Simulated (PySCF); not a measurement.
Molecule: SMILES F[SiH](F)[SiH2]B(O)O. Atoms near the plane z = 1.2 Å, at the CAM-B3LYP/def2-SVP optimised geometry (x, y, z in Å): Si1 (-0.3, 0.9, 0.0), F3 (-0.4, 1.3, 1.6), Si4 (0.3, -1.3, 0.0), B5 (-0.4, -2.0, 1.8), O7 (-0.6, -3.4, 1.9), H10 (1.8, -1.3, 0.0), H11 (-0.6, -0.3, 2.6).

Computed with CAM-B3LYP/def2-TZVP in PySCF. The values are rescaled to run from 0 to 1.

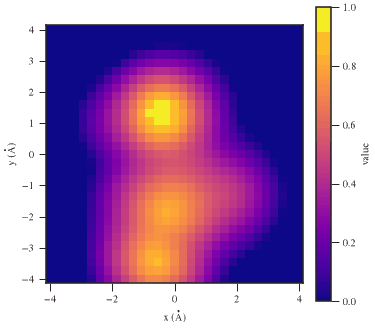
Fig. 1. a field on the plane z = 1.2 Å.

### Question
Which quantity is mapped?
A. electrostatic potential
B. electron localisation function
C. deformation density (molecule minus spherical neutral atoms)
D. log10 of the electron density

### Answer
D, log10 of the electron density. In full: log10 of the electron density (e/bohr³), floored at −4.
